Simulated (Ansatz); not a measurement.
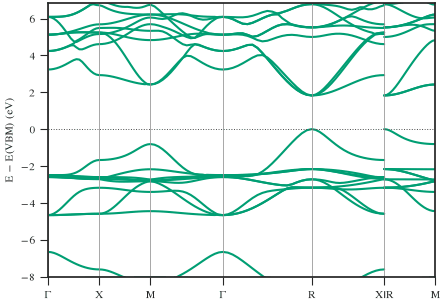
Band structure from plane-wave PAW PBEsol (Ansatz code)

**Question.** Read off the gap and where the band edges lie.

**Answer.** About 1.8 eV (1.83 eV by a search for the band edges); maximum at R, minimum at R.

The material is CsPbCl₃ (cubic perovskite, space group No. 221).

Space group Pm-3m (cubic perovskite). This is a known high-temperature phase of the composition, computed here at zero pressure and temperature. The cell was relaxed with PBEsol under the symmetry of its start; its stability against distortions is not shown here. Scalar-relativistic: spin–orbit coupling is off unless named, which matters more the heavier the elements.

Potentials: the later of the program's two PAW sets.
